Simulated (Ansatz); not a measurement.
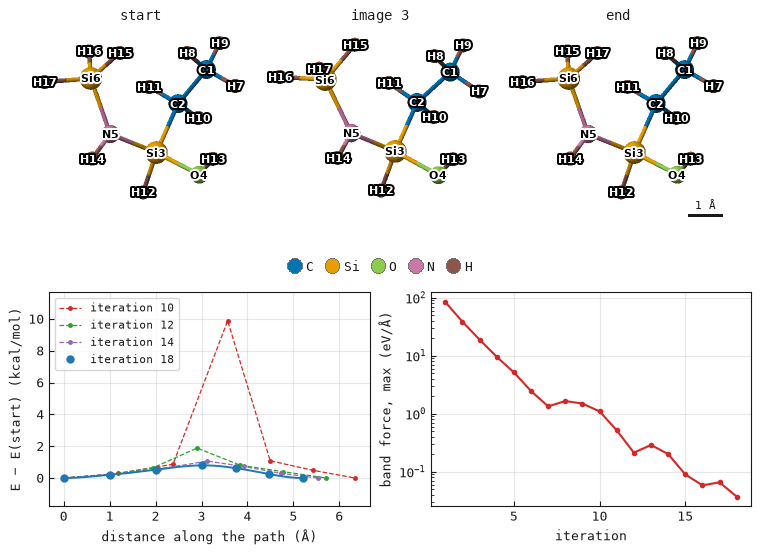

NEB run on C₂H₁₁NOSi₂. Images are numbered from 0 (start) to 6 (end). The plot follows the band through its iterations. The picture is a ball-and-stick view, seen from a free direction.

Level of theory: RKS B3LYP-D4/6-31G (Ansatz 0.2.0). Settings: 5 movable images; climbing image; force threshold 0.05 eV/Å; iteration limit 20; starting path through a guess of the saddle point.

> Judge this run.

The result is final at these settings. The band converged in 18 iterations. The largest component of the band force went from 84 to 0.037 eV/Å. The climbing image converged on the top of the path. Its vibrational analysis gives one imaginary mode (79i cm⁻¹), as a transition state must have. The first iteration put the highest image at 883.16 kcal/mol. The barrier is about 0.80 kcal/mol in both directions, with image 3 at the top; the ends have the same energy.

Limits of the set-up: the basis has no polarisation functions, which atoms past neon need.

The run took 11 min on 1 thread of Arm Neoverse V2, with other jobs on the host, peak memory 0.24 GiB.
